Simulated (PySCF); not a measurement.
# C₅H₄F₆O₂ (SMILES COC(=O)C(C(F)(F)F)C(F)(F)F): what the fields show

The calculation's input:

```
{"job": {"xc": "wB97X-D", "basis": "pcSseg-1", "solvent": "acetone", "kind": "nmr", "pop": true}, "charge": 0, "multiplicity": 1}
C      2.866516     0.122025    -0.203014
O      1.588874    -0.113849     0.391043
C      0.544096     0.012157    -0.404481
O      0.562013     0.285891    -1.564702
C     -0.754288    -0.235175     0.407449
C     -1.410924     1.116051     0.704515
F     -0.555313     1.900570     1.374324
F     -2.493644     0.986642     1.474737
F     -1.774695     1.779200    -0.386060
C     -1.687244    -1.173941    -0.362341
F     -2.723065    -1.556908     0.392052
F     -2.181080    -0.649181    -1.474166
F     -1.030994    -2.291158    -0.701438
H      2.906487     1.130387    -0.616963
H      3.592846     0.003749     0.595883
H      3.046452    -0.599293    -1.001278
H     -0.503035    -0.705139     1.364531
```

Launched as:

```sh
OMP_NUM_THREADS=1 python ens_run.py task.json out
```

Geometry: GFN2-xTB.

These are results of wB97X-D/pcSseg-1, SCF density, in a acetone solvent model, non-relativistic (PySCF 2.14.0), not measurements.

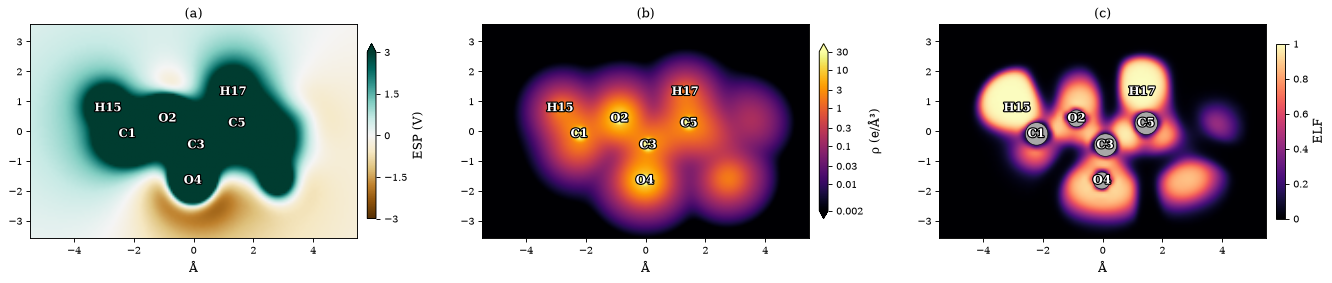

Figure 1. (a) molecular electrostatic potential; (b) total electron density; (c) electron localisation function on the plane of atoms O2, C1 and H15. Grey discs cover the atomic cores in the ELF map.

**What do the fields say about this system?**

- The section cuts through C, O and H sites.
- C–O (1.19 Å): the density is about 3.4 e/Å³ at the midpoint; the ELF peaks at about 0.85 between the atoms (a multiple bond).
- C–C (1.55 Å): the density is about 1.6 e/Å³ at the midpoint; the ELF peaks at about 0.95 between the atoms, as expected for a shared electron pair.
- C–H (1.09 Å): the density is about 2.1 e/Å³ at the midpoint; the ELF climbs to about 1 towards the hydrogen, as it does in any bond to H: an ordinary covalent bond to hydrogen.
- C–O (1.32 Å): the density is about 2.6 e/Å³ at the midpoint; the ELF peaks at about 0.90 between the atoms: a polar covalent bond.
- The ELF also peaks beside O4 and O2, away from the bonds: lone-pair regions.
- Outside the dense part of the molecule the potential is most negative (−2.1 V) near O4.

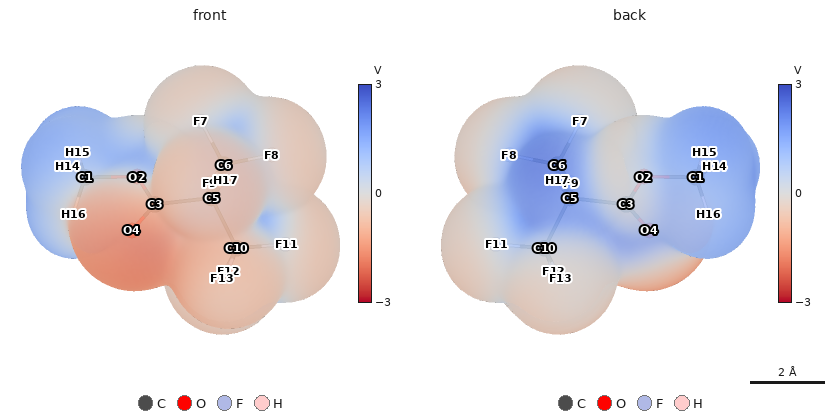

Figure 2. The molecular electrostatic potential painted on the density surface at 0.002 e/bohr³, seen from the front and from behind; red is negative and blue positive.

**Which sites attract a positive test charge, and which a negative one?**

A positive charge is drawn to the negative regions and a negative charge to the positive ones. The most negative region (about −1.8 V) lies over O4, the most positive (about +2.0 V) over H17. O4 is the likeliest acceptor of a hydrogen bond.

**What dipole moment does the calculation give?**

Its dipole moment is 4.78 D.
